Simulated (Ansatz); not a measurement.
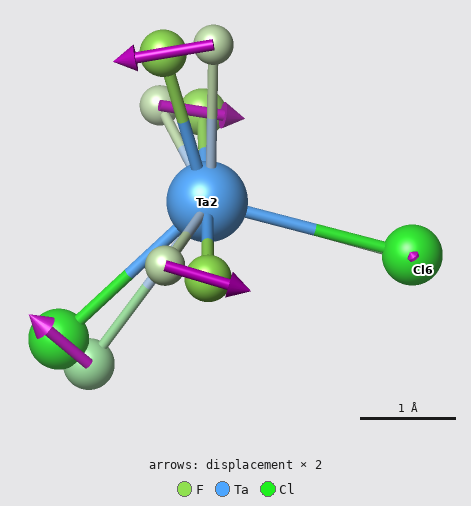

This is a relaxation of TaCl₂F₃. The starting structure is drawn faded, the final one solid; purple arrows show the displacements, magnified 2 times. The two geometries are superimposed by the best rigid fit.

Style: ball-and-stick. Shown from a free direction.

The start comes from PBE-D4/def2-SVP.

The calculation used Ansatz 0.2.0, RKS PBE0-D4/def2-TZVP.

The input:
```yaml
crystal:
  periodic: [false, false, false]
  atoms:
    - {symbol: F, position_ang: [-1.111456, 0.242645, -1.507090]}
    - {symbol: Ta, position_ang: [-0.043554, -0.028408, 0.022243]}
    - {symbol: F, position_ang: [-1.528824, -1.005214, 0.653755]}
    - {symbol: F, position_ang: [0.957107, -1.260391, 1.039802]}
    - {symbol: Cl, position_ang: [1.786656, 0.048621, -1.416327]}
    - {symbol: Cl, position_ang: [-0.017730, 1.938646, 1.161517]}
basis:
  gaussian: {orbitals: def2-TZVP}
hamiltonian: {xc: pbe0, dispersion: d4}
relax: {f_tol: 0.005, max_steps: 150}
```

Describe the change and its energy.

Over 10 accepted moves (11 points after the start) the energy falls by 0.115 eV. Largest force component: 0.64 eV/Å at the start, 0.00019 eV/Å at the end. The line search rejected the trial step at point 7 of the run. The atom that moves furthest after the best rigid fit is F3 (0.54 Å). Largest moves by element: F 0.54 Å, Cl 0.44 Å, Ta 0.03 Å. Near-neighbour distances that change, for instance: Ta2–Cl5 2.329 → 2.273 Å, Ta2–F3 1.887 → 1.847 Å, Ta2–F4 1.885 → 1.875 Å, F1–Ta2 1.885 → 1.875 Å. Among the angles between lasting bonds that change: F1–Ta2–F4 146.4° → 175.1°, F3–Ta2–Cl5 147.4° → 121.5°, F1–Ta2–Cl6 106.8° → 91.3°.
